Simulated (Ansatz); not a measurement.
The calculation's input:

```
crystal:
  periodic: [false, false, false]
  atoms:
    - { symbol: "N", position_ang: [-0.7471, 0.8391, -0.463] }
    - { symbol: Si, position_ang: [0.5155, -0.1736, -0.4672] }
    - { symbol: S, position_ang: [0.5937, -0.8474, 1.5571] }
    - { symbol: S, position_ang: [0.0874, -2.122, 0.0969] }
    - { symbol: H, position_ang: [-0.6624, 1.5513, 0.2579] }
    - { symbol: H, position_ang: [-1.6173, 0.3643, -0.2018] }
    - { symbol: H, position_ang: [1.8914, 0.3204, -0.8257] }
basis:
  gaussian: { orbitals: cc-pVDZ }
hamiltonian:
  xc: lda
relax:
  f_tol: 0.015
  max_steps: 40
output:
  orbitals: {}
```

Launched as:

```sh
ansatz run input.yaml --threads 1 --pin off --max-ram 2048MiB --backend cpu --events-out ev --progress --plain --runs-dir out
```

The fields are those of the relaxed geometry.

Theory: RKS LDA/cc-pVDZ (Ansatz).

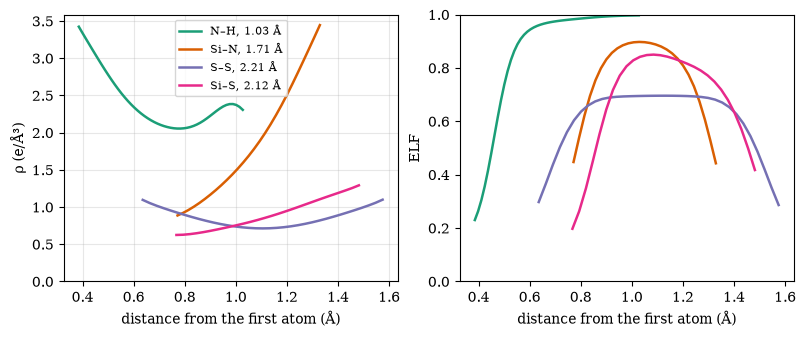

H3NS2Si (SMILES N[SiH]1SS1). Electron density and electron localisation function along straight lines between neighbouring atoms. The curves leave out the atomic cores.

**What can be read from the curves?**

N–H (1.03 Å): ρ at the midpoint is about 2.7 e/Å³; the ELF climbs to about 1 towards the hydrogen, as it does in any bond to H (an ordinary covalent bond to hydrogen).
Si–N (1.71 Å): ρ is about 1.1 e/Å³ halfway; the ELF peaks at about 0.90 between the atoms, as expected for a polar covalent bond.
S–S (2.21 Å): ρ at the midpoint is about 0.71 e/Å³; the ELF peaks at about 0.70 between the atoms.
Si–S (2.12 Å): the density is about 0.8 e/Å³ at the midpoint; the ELF peaks at about 0.85 between the atoms (localised, covalent bonding).
